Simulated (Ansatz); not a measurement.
Take Si in the diamond structure (space group Fd-3m, No. 227; a = 5.434 Å) as the base.

Perturbation: every lattice vector is stretched by 0.50 %, atoms relaxed at fixed cell.

All numbers come from PBEsol in Ansatz (plane waves to 420 eV, PAW, without spin-orbit coupling).

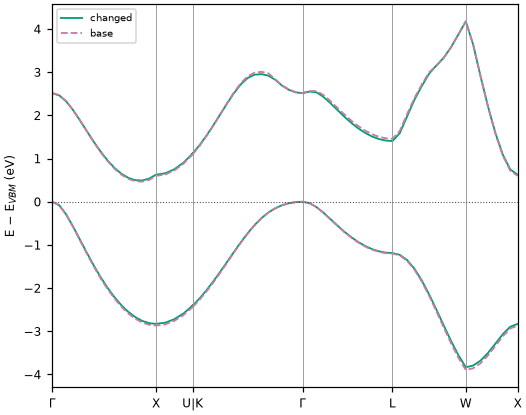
Fig. 1. Highest valence and lowest conduction band along the path, each from its own valence-band maximum

The gap is 0.49 eV, indirect, Γ → Γ–X (87 % along); the base has 0.47 eV.

The cells carry an imposed strain or load. Gaps are Kohn–Sham eigenvalue differences; semilocal functionals usually give less than the measured gap. No phonon test of stability was made.

Ansatz is a first-principles code.
